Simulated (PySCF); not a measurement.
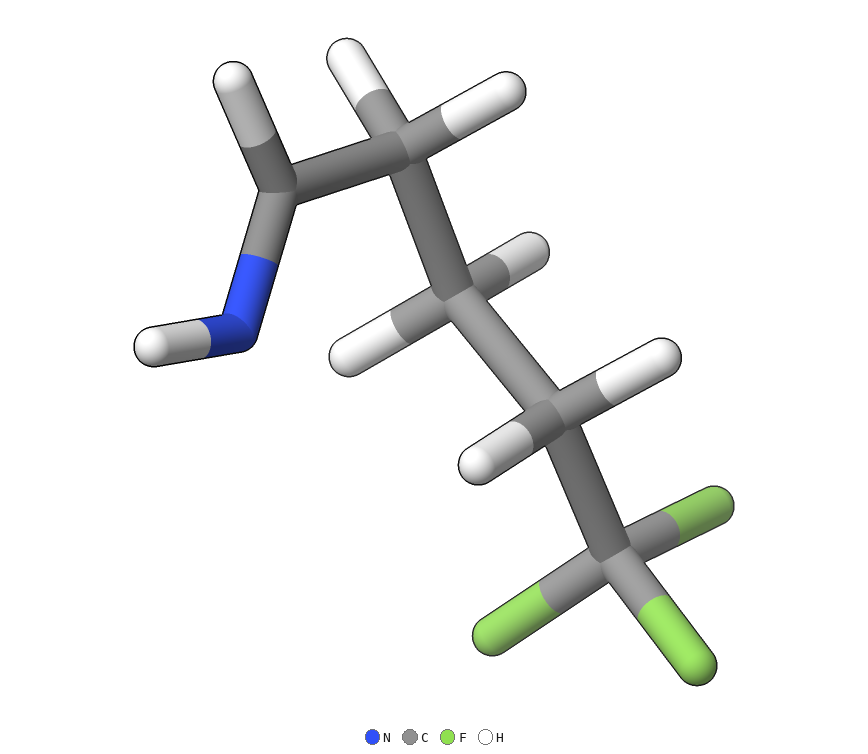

The picture shows a molecular structure as a stick model. Every bond is drawn as one stick, whatever its order.

Computed geometry: GFN2-xTB optimisation. No frequency run is at hand to confirm it as a minimum.

**What is the molecular formula?**

C5H8F3N, 17 atoms: 5 carbon, 8 hydrogen, 3 fluorine and 1 nitrogen.

**What is its SMILES?**

[H]/N=C/CCCC(F)(F)F

**Does it have rings?**

It has no ring.

The parts below concern this one geometry. Atoms keep their numbers from picture to picture.

**Geometry**

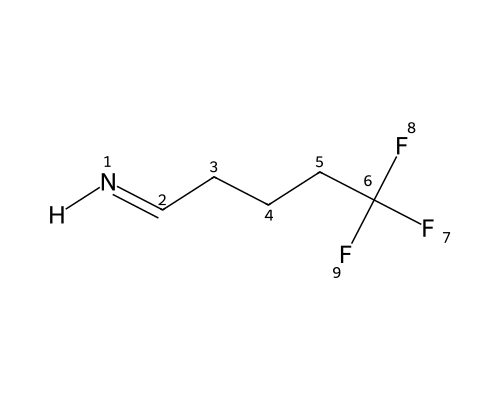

Skeletal drawing with numbered atoms; wedges and dashes mark any stereocentres. The configuration is that of a computed structure (GFN2-xTB).

**What are the Cahn–Ingold–Prelog descriptors?**

N1=C2: E.

**Dipole moment**

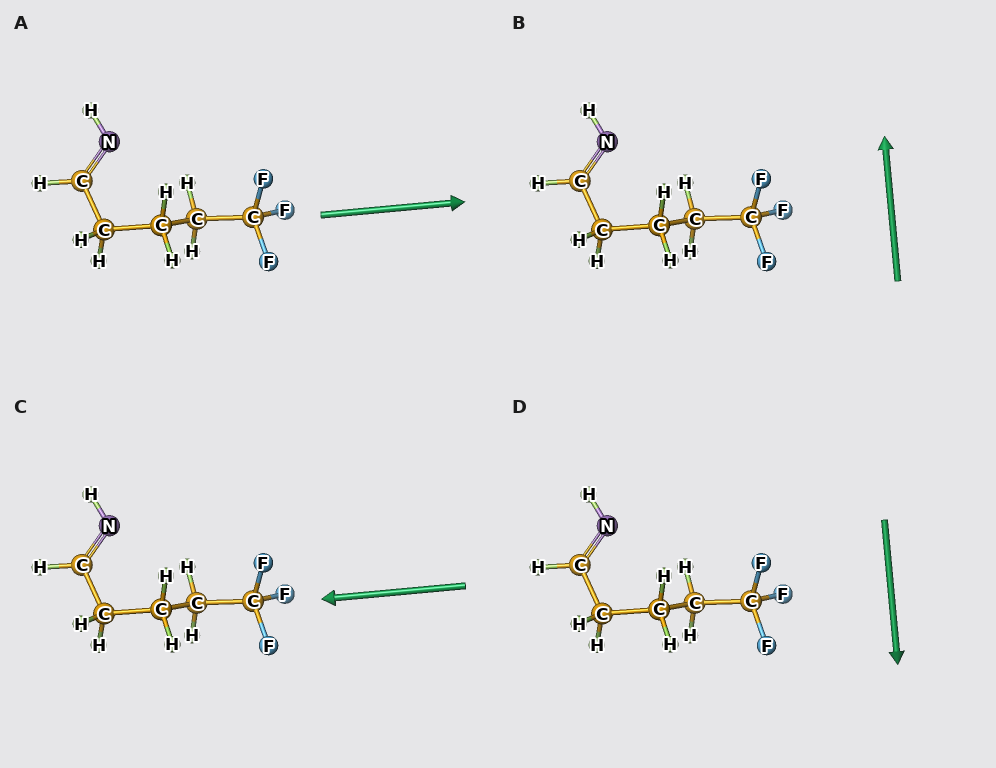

The same molecule four times, each with an arrow. No frequency run is at hand to confirm it as a minimum. Method: PBE0/pcSseg-1, gas phase (PySCF 2.14.0).

**Which arrow points along the dipole moment, from the negative to the positive end?**

C. The dipole moment is 4.51 D.

**NMR shielding**

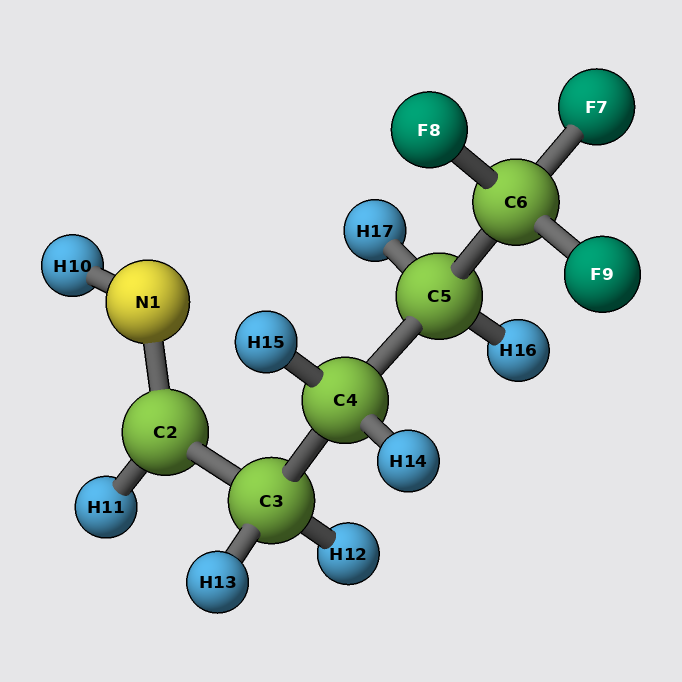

No frequency run is at hand to confirm it as a minimum. Level of theory: GIAO PBE0/pcSseg-1 NMR shielding, non-relativistic, gas phase (PySCF 2.14.0). Principal shieldings σ11 ≤ σ22 ≤ σ33, span Ω = σ33 − σ11, skew κ = 3(σiso − σ22)/Ω.

Give the shielding tensors of the F atoms.

```
atom    σ11    σ22    σ33   σiso      Ω      κ
  F7  159.3  248.9  344.0  250.7  184.7   0.03
  F8  171.8  271.4  344.7  262.6  172.9  −0.15
  F9  168.0  266.8  349.1  261.3  181.1  −0.09
```

Shieldings and span in ppm.

**Charges**

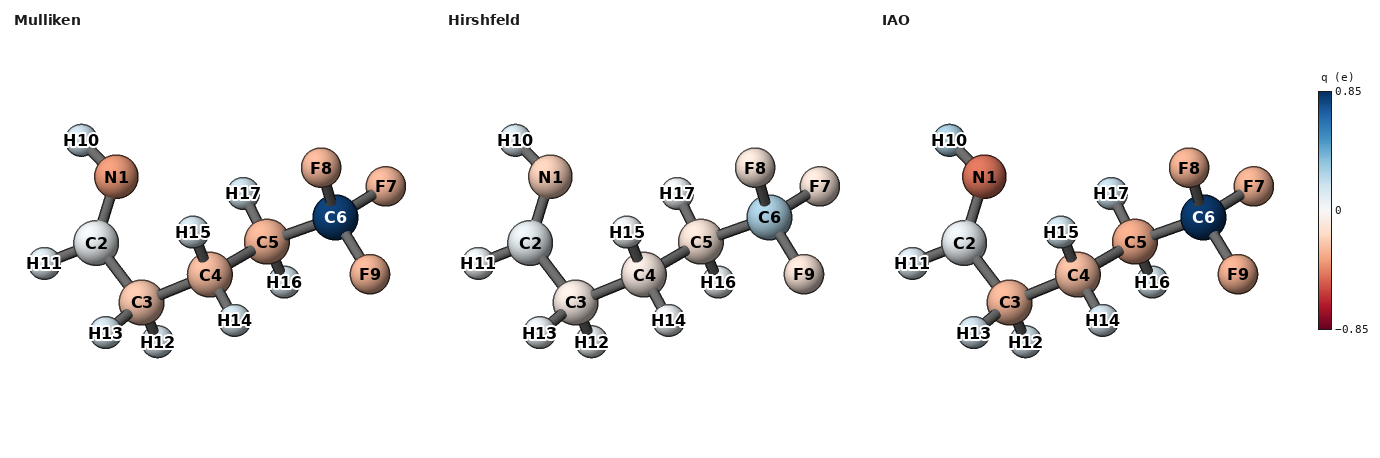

Atomic charges of one calculation by 3 schemes, on one colour scale. No frequency run is at hand to confirm it as a minimum. Method: PBE0/pcSseg-1 (PySCF 2.14.0).

**On which atom do the schemes disagree most?**

On C6 (from 0.26 to 0.81 e).

List the charges (e), one line for each set of equivalent atoms.

```
atom  Mulliken  Hirshfeld    IAO
  N1     −0.35      −0.20  −0.45
  C2      0.04       0.06   0.06
  C3     −0.23      −0.07  −0.28
  C4     −0.26      −0.07  −0.26
  C5     −0.28      −0.10  −0.31
  C6      0.78       0.26   0.81
  F7     −0.28      −0.11  −0.29
  F8     −0.27      −0.09  −0.29
  F9     −0.28      −0.10  −0.29
 H10      0.17       0.12   0.26
 H11      0.09       0.04   0.11
 H12      0.14       0.05   0.15
 H13      0.15       0.05   0.15
 H14      0.14       0.04   0.14
 H15      0.14       0.03   0.15
 H16      0.13       0.05   0.15
 H17      0.17       0.03   0.18
```

**Bond orders**

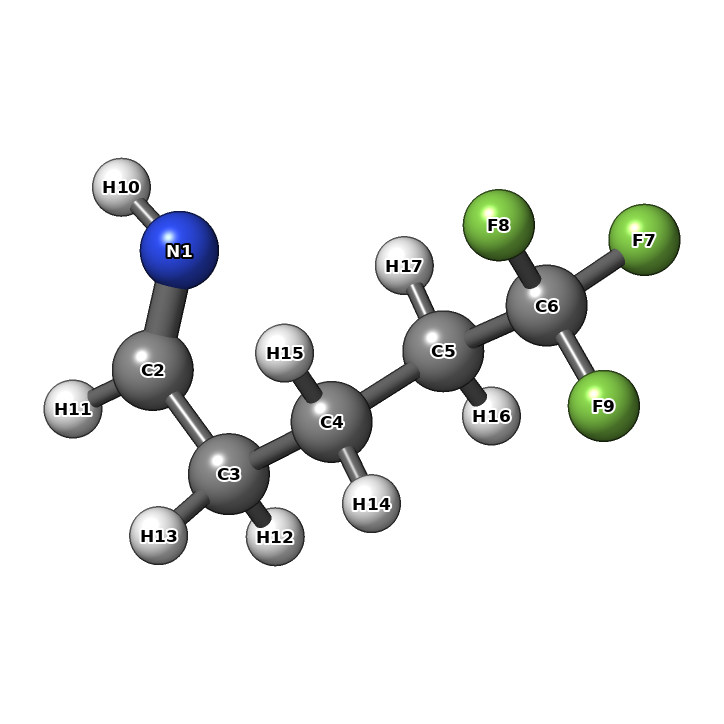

The thickness of each stick grows with its Mayer bond order. No frequency run is at hand to confirm it as a minimum. Level of theory: PBE0/pcSseg-1 (PySCF 2.14.0).

**Which bond between heavy atoms has the highest Mayer bond order?**

N1–C2, 2.02, at a length of 1.253 Å.

List the Mayer bond orders of N1–C2, C2–C3, C3–C4, C4–C5, C5–C6, C6–F7, C6–F8, C6–F9 (bonds between heavy atoms, one of each equivalent set).

```json
{"bond": "N1–C2", "Mayer order": "2.02", "length (Å)": "1.253"}
{"bond": "C2–C3", "Mayer order": "1.00", "length (Å)": "1.495"}
{"bond": "C3–C4", "Mayer order": "1.06", "length (Å)": "1.526"}
{"bond": "C4–C5", "Mayer order": "1.00", "length (Å)": "1.528"}
{"bond": "C5–C6", "Mayer order": "1.05", "length (Å)": "1.511"}
{"bond": "C6–F7", "Mayer order": "1.00", "length (Å)": "1.344"}
{"bond": "C6–F8", "Mayer order": "0.99", "length (Å)": "1.340"}
{"bond": "C6–F9", "Mayer order": "0.98", "length (Å)": "1.346"}
```

Mulliken values depend strongly on the basis set and can even reverse the polarity of a bond.
